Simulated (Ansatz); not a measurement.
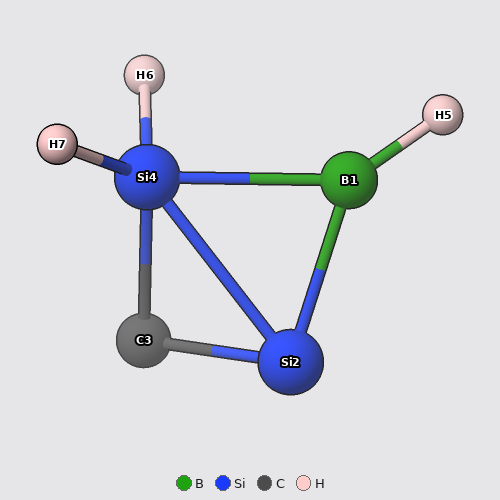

The system is CH3BSi2; the picture shows the grid point nearest to the relaxed geometry. 
- Two internal coordinates are moved rigidly from the geometry relaxed at PBE0-D4/def2-TZVP, all others fixed.
- The first coordinate is: bond Si4–H7; the second: angle H6–Si4–Si2.
- The scan uses a 7 × 7 grid.
- Points are written as (first, second).
- Energies: kJ/mol, counted from the lowest grid point.
- All numbers below come from Ansatz, RKS r2SCAN-D4/def2-TZVPP.

Its coordinates:

```xyz
7

B    -0.3186   -0.2110   -1.2334
Si   -0.1162   -1.7728   -0.1101
C    -0.3263   -1.0303    1.4753
Si    0.4506    0.4277    0.5486
H    -0.9898    0.1687   -2.1349
H    -0.5453    1.5299    0.6994
H     1.8520    0.8897    0.7559
```

Range: bond Si4–H7 from 1.305 to 2.076 Å; angle H6–Si4–Si2 from 105.7 to 141.7°.

What will the energy surface look like?

Answer. The lowest grid point is at (1.490 Å, 123.7°). It is the only kind of minimum in the scanned range. The highest grid point, (2.076 Å, 105.7°), lies 158 kJ/mol above the lowest. Round the minimum the two coordinates are nearly uncoupled.

```tsv
angle H6–Si4–Si2 ↓, bond Si4–H7 →	1.305	1.380	1.490	1.618	1.760	1.913	2.076
141.7	58	33	21	32	61	102	149
135.7	46	20	9	21	51	93	141
129.7	38	13	2	15	46	88	137
123.7	35	10	0	13	44	88	137
117.7	37	12	2	15	47	91	140
111.7	43	19	9	22	54	98	147
105.7	54	30	20	33	65	108	158
```

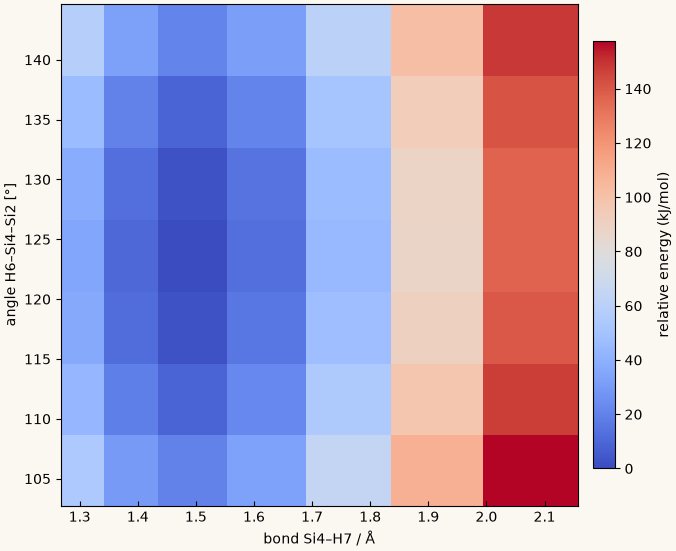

Drawn: one coloured cell a grid point.
